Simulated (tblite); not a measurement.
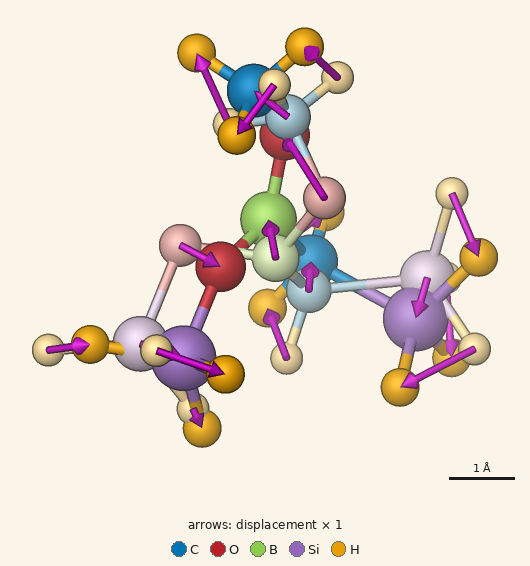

This is a relaxation of C2H11BO2Si2. The starting structure is drawn faded, the final one solid; purple arrows show the displacements, at their true length. The two geometries are superimposed by the best rigid fit.

A ball-and-stick model, seen at a tilt.

These are results of GFN2-xTB geometry optimisation, gas phase in tblite 0.8.0, not measurements. 

Describe the change and its energy.

Answer. After 206 geometry steps the energy has fallen by 198.6 kJ/mol. An O atom moves most after the best rigid fit: 1.67 Å. Largest moves by element: O 1.67 Å, H 1.39 Å, B 0.86 Å, Si 0.72 Å, C 0.68 Å. Near-neighbour distances that change, for instance: B–Si 2.546 → 2.858 Å, B–O 1.489 → 1.349 Å, O–Si 1.721 → 1.605 Å, B–O 1.465 → 1.350 Å. Among the angles between lasting bonds that change: B–O–Si 104.8° → 150.5°, C–O–B 106.5° → 123.5°, C–B–O 114.2° → 121.6°. Groups turn about C–O by about 110°, O–Si by about 35°. Cost: 2.6 s on 1 thread of Arm Neoverse N1, on a shared host.
